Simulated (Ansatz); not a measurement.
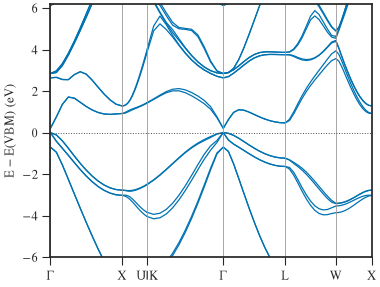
Band structure from r²SCAN with spin–orbit coupling in the plane-wave PAW code Ansatz

Task: Read off the gap and where the band edges lie.

Result: About 0.2 eV (0.20 eV by a search for the band edges); maximum at Γ, minimum at Γ.

The material is GaSb (zinc blende, F-43m).

The cell was relaxed with r²SCAN under the symmetry of its start; of distortions, only those at the zone centre were tested.

Potentials: the earlier of the program's two PAW sets.
